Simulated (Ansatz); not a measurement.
Input

```
crystal:
  periodic: [false, false, false]
  atoms:
    - {symbol: O, position_ang: [-3.829971, -1.903548, -1.074757]}
    - {symbol: Si, position_ang: [-3.374082, -1.556446, 0.388978]}
    - {symbol: Si, position_ang: [-2.703979, -0.840594, 2.302187]}
    - {symbol: H, position_ang: [-2.733471, 0.149968, 1.033280]}
basis:
  gaussian:
    orbitals: def2-TZVPD
total_charge: -1
hamiltonian:
  xc: {name: PBE0}
output: {forces: true, orbitals: {seedname: orbitals}}
```

Run with:

```sh
ansatz run input.yaml --threads 1 --pin off --max-ram 2610MiB --events-out events.jsonl --progress --plain --runs-dir runs
```

Geometry: r2SCAN-D4/def2-SVPD.

These are results of isolated molecule in a Gaussian basis; Kohn-Sham density functional theory, functional PBE0 (Ansatz 0.2.0), not measurements.

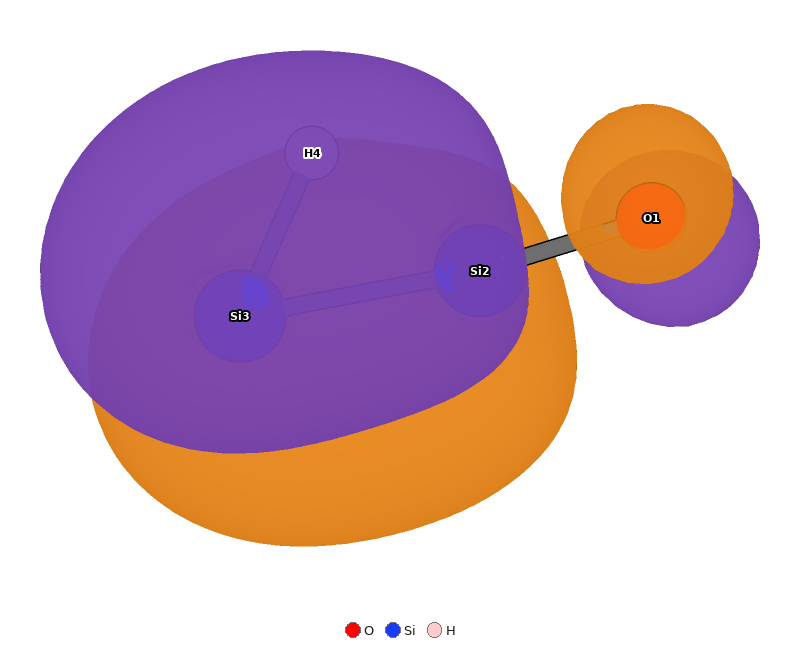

HOSi$_{2}$ (SMILES [O-][Si]#[SiH]) (charge −1). The HOMO at ±0.06 Å⁻³ᐟ² (orange and purple are the two phases), seen at a tilt.

> Describe this orbital and give its energy.

It lies mainly on Si3 (about 55 %), Si2 (about 30 %) and O1 (about 10 %); it changes sign across the molecular plane (π type); π-bonding across Si2–Si3. Its energy is −0.44 eV.
